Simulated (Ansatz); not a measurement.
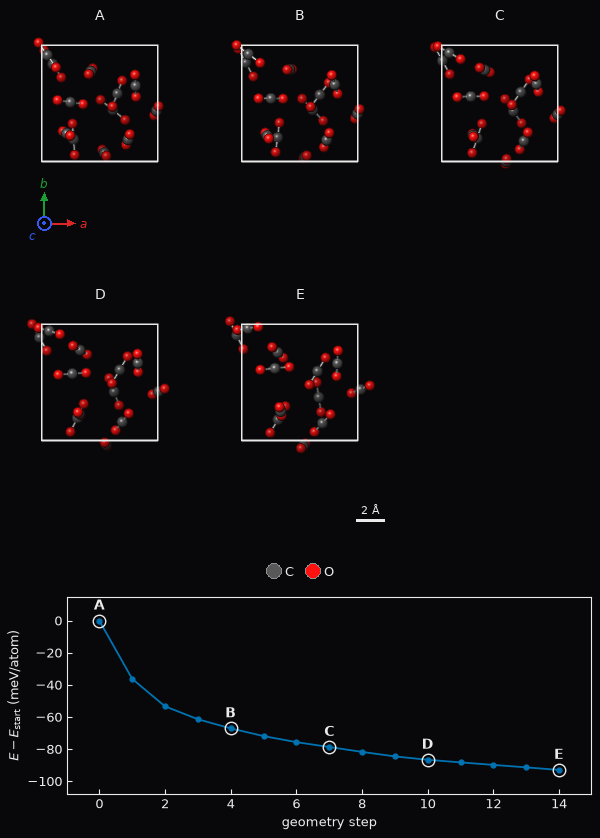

Frames of a relaxation of an amorphous cell of composition CO₂, marked on the history of the run. Style: ball-and-stick. Shown: the cell of the calculation, along the c axis.

The cell holds 12 CO2. The run prepares the start of a later molecular dynamics calculation, from a guessed geometry.

The calculation used DFT PBE, scalar-relativistic, plane waves, PAW in Ansatz 0.2.0.

Input
```yaml
crystal:
  lattice:
    - [8.588917, 0.0, 0.0]
    - [0.0, 8.588917, 0.0]
    - [0.0, 0.0, 8.588917]
  atoms:
    - { symbol: C, position: [0.215033, 0.2419453, 0.8080606] }
    - { symbol: O, position: [0.2471057, 0.2234884, 0.9402075] }
    - { symbol: O, position: [0.1829603, 0.2604022, 0.6759138] }
    - { symbol: C, position: [0.4229037, 0.7763422, 0.4273373] }
    - { symbol: O, position: [0.4056554, 0.7519397, 0.5612743] }
    - { symbol: O, position: [0.4401519, 0.8007448, 0.2934003] }
    - { symbol: C, position: [0.8085009, 0.6516322, 0.7933439] }
    - { symbol: O, position: [0.8126928, 0.5569742, 0.6940746] }
    - { symbol: O, position: [0.8043091, 0.7462902, 0.8926132] }
    - { symbol: C, position: [0.9882262, 0.4359417, 0.3358133] }
    - { symbol: O, position: [1.0071194, 0.4755031, 0.4658519] }
    - { symbol: O, position: [0.969333, 0.3963803, 0.2057746] }
    - { symbol: C, position: [0.2467897, 0.5103097, 0.9278118] }
    - { symbol: O, position: [0.1367834, 0.5271891, 1.0080976] }
    - { symbol: O, position: [0.3567959, 0.4934303, 0.847526] }
    - { symbol: C, position: [0.7433366, 0.1883523, 0.5685992] }
    - { symbol: O, position: [0.7270503, 0.1430352, 0.4400954] }
    - { symbol: O, position: [0.7596229, 0.2336694, 0.697103] }
    - { symbol: C, position: [0.0488476, 0.9160223, 0.8422285] }
    - { symbol: O, position: [-0.026082, 1.0228117, 0.7996411] }
    - { symbol: O, position: [0.1237772, 0.8092329, 0.8848159] }
    - { symbol: C, position: [0.096106, 0.8381839, 0.3017235] }
    - { symbol: O, position: [0.1691113, 0.7228919, 0.2872294] }
    - { symbol: O, position: [0.0231006, 0.953476, 0.3162176] }
    - { symbol: C, position: [0.6134351, 0.4435454, 0.0816108] }
    - { symbol: O, position: [0.5074833, 0.5301726, 0.0715086] }
    - { symbol: O, position: [0.7193868, 0.3569182, 0.0917131] }
    - { symbol: C, position: [0.539475, 0.0745069, 0.0127415] }
    - { symbol: O, position: [0.5564582, 0.0477098, 0.146254] }
    - { symbol: O, position: [0.5224917, 0.1013041, -0.120771] }
    - { symbol: C, position: [0.6520015, 0.5842188, 0.4549431] }
    - { symbol: O, position: [0.61051, 0.4733441, 0.5243502] }
    - { symbol: O, position: [0.6934929, 0.6950936, 0.385536] }
    - { symbol: C, position: [0.2754092, 0.1901438, 0.3538003] }
    - { symbol: O, position: [0.2847441, 0.0555045, 0.3786439] }
    - { symbol: O, position: [0.2660744, 0.3247832, 0.3289567] }
basis:
  ecutwfc: 420.0
kpoints:
  mp_grid: { grid: [1, 1, 1] }
hamiltonian:
  xc: pbe
scf:
  occupations: { method: fermi_dirac, width: 0.05 }
  lower_state_search: "off"
relax:
  f_tol: 0.3
  max_steps: 15
  adjacent_minimum: "off"
```

Command:
```bash
ansatz run input.yaml --threads 1 --pin off --max-ram 3072MiB --backend cpu --events-out ev --progress --plain --runs-dir out
```

What happens along the run?

Answer. The relaxation stopped without meeting its thresholds, so the last structure isn't shown to be converged. It used up its limit of 15 steps. After 14 geometry steps the energy has fallen by 93.0 meV per atom. Largest force component: 1.7 eV/Å at the start, 0.83 eV/Å at the end. The largest moves, 1.47 Å, are those of O3 and O21. O3 goes roughly along [3 −1 −1]. Largest moves by element: O 1.47 Å, C 1.38 Å. The lattice vectors keep their values. Near-neighbour distances that change, for instance: C10–O11 1.179 → 1.173 Å. The run took 76 s on 1 thread of Arm Neoverse V2 (shared host), peak memory 0.56 GiB. From step 0 to 4: O30 moves most (0.67 Å), energy −67.1 meV per atom. From step 4 to 7: O5 moves most (0.58 Å), energy −11.6 meV per atom. From step 7 to 10: O3 moves most (0.59 Å), energy −8.0 meV per atom. From step 10 to 14: O26 moves most (0.65 Å), energy −6.3 meV per atom.
